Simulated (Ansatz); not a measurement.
**GaSiH7O (SMILES [SiH3][OH+][GaH3-]) at HSE06/6-31G(d) (spherical functions)**

Aim: the electronic atomisation energy of GaSiH7O at HSE06/6-31G* (spherical functions), from 5 runs. 

The results are computed with Ansatz 0.2.0.

67 further runs of the same task are left out: 1 that didn't finish, 66 set aside as unsound or not needed.

**1. The molecule**

The species is GaSiH7O (10 atoms), meant as a singlet with charge 0. As SMILES, `[SiH3][OH+][GaH3-]`. The coordinates come from a PBE0-D4/def2-TZVP relaxation.

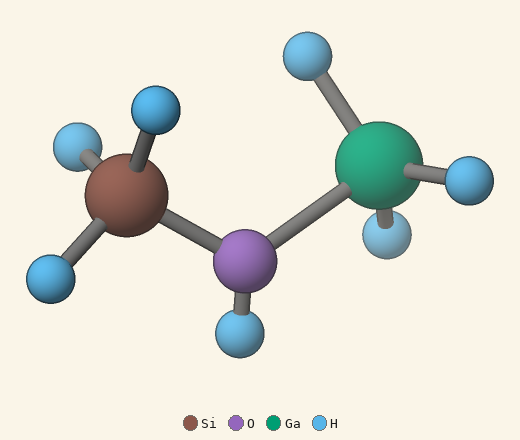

Viewed from a chosen angle; silicon brown, oxygen purple, gallium teal, hydrogen blue.

**2. The energy at HSE06/6-31G(d) (spherical functions)**

The input, input.yaml:

```yaml
crystal:
  periodic: [false, false, false]
  atoms:
    - {symbol: Si, position_ang: [-0.484700, 0.680100, -1.289300]}
    - {symbol: O, position_ang: [-0.772200, -0.233700, 0.097500]}
    - {symbol: Ga, position_ang: [0.882100, -0.551000, 1.475200]}
    - {symbol: H, position_ang: [-1.767100, 0.740000, -2.035000]}
    - {symbol: H, position_ang: [0.556000, 0.040700, -2.124900]}
    - {symbol: H, position_ang: [-0.069600, 2.013200, -0.814500]}
    - {symbol: H, position_ang: [-1.323900, -1.014800, 0.010100]}
    - {symbol: H, position_ang: [0.306600, 0.146600, 2.760300]}
    - {symbol: H, position_ang: [1.885600, 0.253500, 0.552600]}
    - {symbol: H, position_ang: [0.870300, -2.125600, 1.370900]}
basis:
  gaussian: {orbitals: 6-31G_st_-spherical.json}
output: {orbitals: {seedname: orbitals}}
hamiltonian: {xc: hse06}
accuracy: high
```

The basis set 6-31G* is read from a file made from the Basis Set Exchange's data (not shown).

Run with:

```
$ ansatz run input.yaml --threads 1 --pin off --max-ram 3480MiB --events-out events.jsonl --progress --plain --runs-dir runs
```

Standard output:

```text
Warning: RAYON_NUM_THREADS=1 ignored (pool sized by the plan → 1); use --threads N
Functional definition: HSE06
  name "HSE06"
  parameter a = 0.25
  parameter omega = 0.11/bohr
  exchange = pbe_x - a*pbe_x_sr(omega) + a*exact_x_sr(omega)
  correlation = pbe_c
1782 factors; integrals over basis functions are off by at most 4.7e-9 eV
115 factors; integrals over basis functions are off by at most 1.4e-9 eV
mean field evaluation 1: about -62392.3126 eV, gradient 4.4e1 eV
mean field evaluation 2: about -62387.2469 eV, gradient 6.9e1 eV
mean field evaluation 4: about -62395.4466 eV, gradient 2.4e0 eV
mean field evaluation 8: about -62395.6379 eV, gradient 2.2e-1 eV
mean field evaluation 16: about -62395.6381 eV, gradient 6.2e-6 eV
mean field -62395.63805982 eV, -2292.9974054160 hartree, gradient 2.3e-8 eV, S^2 0.000000; 0 other end points of the search recorded, 0 dependent functions left out
reference -62395.63806521 eV, -2292.9974056140 hartree; 30, 30 occupied and 48, 48 virtual orbitals, 1782 factors
Total energy: -62395.63806521 eV, -2292.9974056140 hartree
```

It took 11 s on 1 thread of Arm Neoverse V1, shared host; peak memory 0.29 GiB.

**3. The Ga atom, same level**

The input, molecule.yaml:

```yaml
crystal:
  periodic: [false, false, false]
  atoms:
    - symbol: Ga
      position_ang: [0.000000, 0.000000, 0.000000]
basis:
  gaussian:
    orbitals: 6-31G_st_-spherical.json
magnetization:
  spin_polarized: true
  initial_magnetization: 1
hamiltonian:
  xc: {name: HSE06}
accuracy: high
```

The basis set 6-31G* is read from a file made from the Basis Set Exchange's data (not shown).

Run the same way, it converges to -1924.27921 Eh (log not shown).

**4. The H atom at the same level**

The input, run.yaml:

```yaml
crystal:
  periodic: [false, false, false]
  atoms:
    - {symbol: H, position_ang: [0.000000, 0.000000, 0.000000]}
basis:
  gaussian: {orbitals: "6-31G*"}
accuracy: high
total_charge: 0
hamiltonian: {xc: hse06}
magnetization: {spin_polarized: true, initial_magnetization: 1}
```

Run the same way, it converges to -0.49883 Eh (log not shown).

**5. The O atom**

The input, input.yaml:

```yaml
crystal:
  periodic: [false, false, false]
  atoms:
    - {symbol: O, position_ang: [0.000000, 0.000000, 0.000000]}
basis:
  gaussian:
    orbitals: 6-31G_st_-spherical.json
hamiltonian:
  xc: hse06
magnetization:
  spin_polarized: true
  initial_magnetization: 2
accuracy: high
```

The basis set 6-31G* is read from a file made from the Basis Set Exchange's data (not shown).

Run the same way, it converges to -74.98054 Eh (log not shown).

**6. The Si atom at the same level**

The input, input.yaml:

```yaml
crystal:
  periodic: [false, false, false]
  atoms:
    - {symbol: Si, position_ang: [0.000000, 0.000000, 0.000000]}
basis:
  gaussian:
    orbitals: 6-31G_st_-spherical.json
magnetization:
  spin_polarized: true
  initial_magnetization: 2
hamiltonian:
  xc: hse06
accuracy: high
```

The basis set 6-31G* is read from a file made from the Basis Set Exchange's data (not shown).

Run with:

```
$ ansatz run input.yaml --threads 1 --pin off --max-ram 3480MiB --events-out events.jsonl --progress --plain --runs-dir runs
```

Standard output:

```text
Warning: RAYON_NUM_THREADS=1 ignored (pool sized by the plan → 1); use --threads N
[... 6 set-up lines as earlier in the session ...]
141 factors; integrals over basis functions are off by at most 2.6e-9 eV
39 factors; integrals over basis functions are off by at most 1.2e-9 eV
mean field evaluation 1: about -7870.0697 eV, gradient 2.3e0 eV
mean field evaluation 2: about -7870.1266 eV, gradient 5.8e-1 eV
mean field evaluation 4: about -7870.1307 eV, gradient 1.4e-1 eV
mean field evaluation 8: about -7870.1309 eV, gradient 1.1e-4 eV
mean field evaluation 16: about -7870.1308 eV, gradient 5.4e-2 eV
mean field -7870.13088992 eV, -289.2219756384 hartree, gradient 9.5e-8 eV, S^2 2.002460; 1 other end points of the search recorded, 0 dependent functions left out
reference -7870.13089187 eV, -289.2219757100 hartree; 8, 6 occupied and 10, 12 virtual orbitals, 141 factors
Total energy: -7870.13089187 eV, -289.2219757100 hartree
```

It took 1.4 s on 1 thread of Arm Neoverse V1, shared host.

**7. Outcome**

At HSE06/6-31G* (spherical functions):

| quantity | value |
| --- | --- |
| molecule: total energy | -2292.99741 Eh |
| molecule: HOMO energy | -7.30 eV |
| molecule: LUMO energy | -1.05 eV |
| molecule: HOMO–LUMO gap | 6.25 eV |
| Ga atom: total energy | -1924.27921 Eh |
| Ga atom: ⟨S²⟩ | 0.753 |
| H atom: total energy | -0.49883 Eh |
| H atom: ⟨S²⟩ | 0.750 |
| O atom: total energy | -74.98054 Eh |
| O atom: ⟨S²⟩ | 2.002 |
| Si atom: total energy | -289.22198 Eh |
| Si atom: ⟨S²⟩ | 2.002 |
| electronic atomisation energy | 27.861 eV |

Taking the molecule apart into free atoms costs 27.86 eV (642 kcal/mol), before zero-point energy and without spin-orbit coupling.
